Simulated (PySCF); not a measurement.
# BH₄SSi (charge +1): what the fields show

```yaml
atoms:
  - { symbol: B, position_ang: [-1.5903, -0.9524, -0.4691] }
  - { symbol: S, position_ang: [-0.8563, 0.5857, -0.1308] }
  - { symbol: Si, position_ang: [-0.8730, -0.6820, 1.5683] }
  - { symbol: H, position_ang: [-2.0927, -1.5045, -1.3923] }
  - { symbol: H, position_ang: [-1.9275, -0.4590, 2.5776] }
  - { symbol: H, position_ang: [0.3719, -1.4063, 1.8935] }
  - { symbol: H, position_ang: [-1.6341, -1.8008, 0.5562] }
```

Geometry: PBE0-D3(BJ)/pcseg-1.

Theory: PySCF 2.14.0, Gaussian-basis quantum chemistry of an isolated molecule with PySCF, energy and nuclear gradient, functional PBE0.

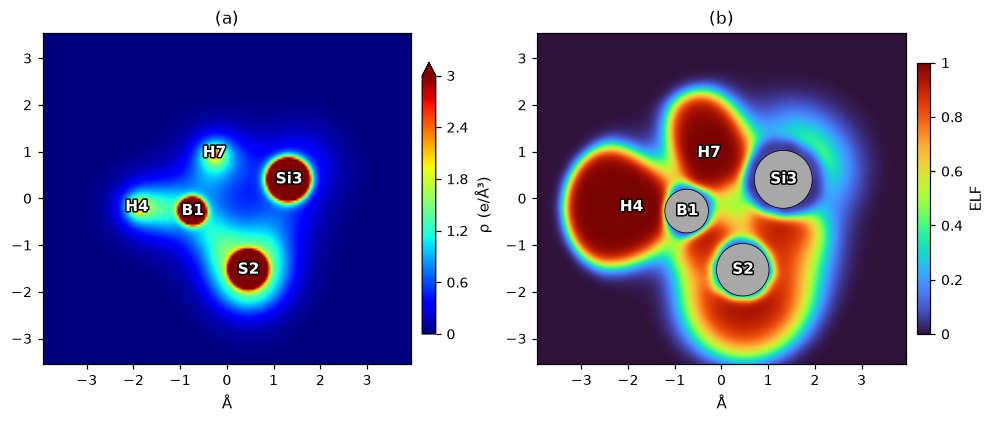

Figure 1. (a) electron density; (b) electron localisation function on the plane of atoms S2, B1 and H7. Grey discs cover the atomic cores in the ELF map.

### What do the fields say about this system?

The section cuts through B, S, Si and H sites. B–S (1.74 Å): ρ is about 1.3 e/Å³ halfway; the ELF peaks at about 0.90 between the atoms, as expected for a covalent bond. Si–S (2.12 Å): ρ at the midpoint is about 0.83 e/Å³; the ELF peaks at about 0.85 between the atoms: localised, covalent bonding. Si–B (2.18 Å): ρ is about 0.5 e/Å³ halfway; the ELF peaks at about 0.55 in the valence shell of B, 0.8 Å from its nucleus, and is about 0.55 at the midpoint. B–H (1.19 Å): the density is about 1.3 e/Å³ at the midpoint; the ELF climbs to about 1 towards the hydrogen, as it does in any bond to H (an ordinary covalent bond to hydrogen). The ELF also peaks beside S2, away from the bonds: lone-pair regions.

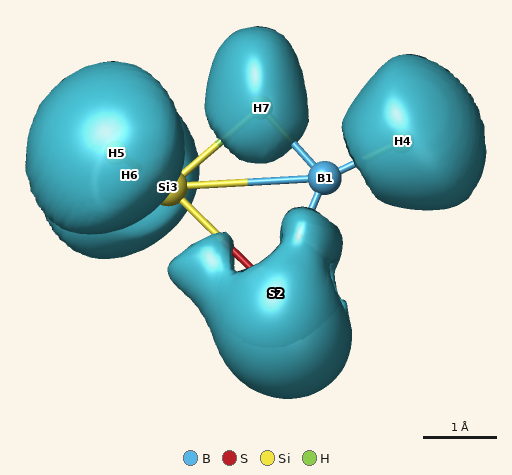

Figure 2. Isosurface of the ELF at 0.8 (cyan), seen across its widest extent. Only the valence region is drawn (cores and ρ < 0.01 e/Å³ removed).

### Describe the localisation domains.

At this value the surface marks out four regions around hydrogen nuclei and one region on S in which the atom's valence shell and bonds are merged.

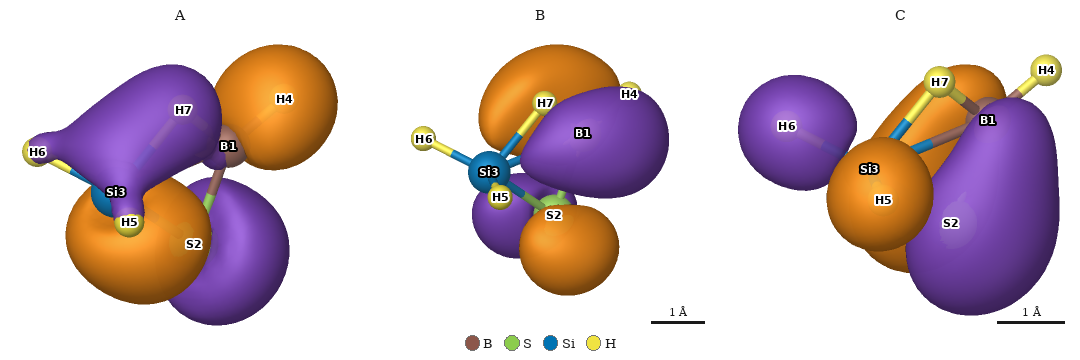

Figure 3. Three frontier orbitals at ±0.1 Å⁻³ᐟ² (orange and purple are the two phases), in no order.

### Order the three orbitals by energy and name them.

A is the HOMO−1 (−15.52 eV). It lies mainly on S2 (about 45 %), Si3 (about 20 %), B1 (about 15 %), H4 (about 10 %) and H7 (about 5 %). C is the HOMO (−14.56 eV). By Hirshfeld shares it lies mainly on S2 (about 60 %), B1 (about 15 %), Si3 (about 10 %), H5 (about 5 %) and H6 (about 5 %). B is the LUMO (−7.77 eV). By Hirshfeld shares it lies mainly on B1 (about 50 %) and S2 (about 30 %); π-antibonding (π*) across B1–S2.

### What is the HOMO–LUMO gap?

6.79 eV between the orbital energies.
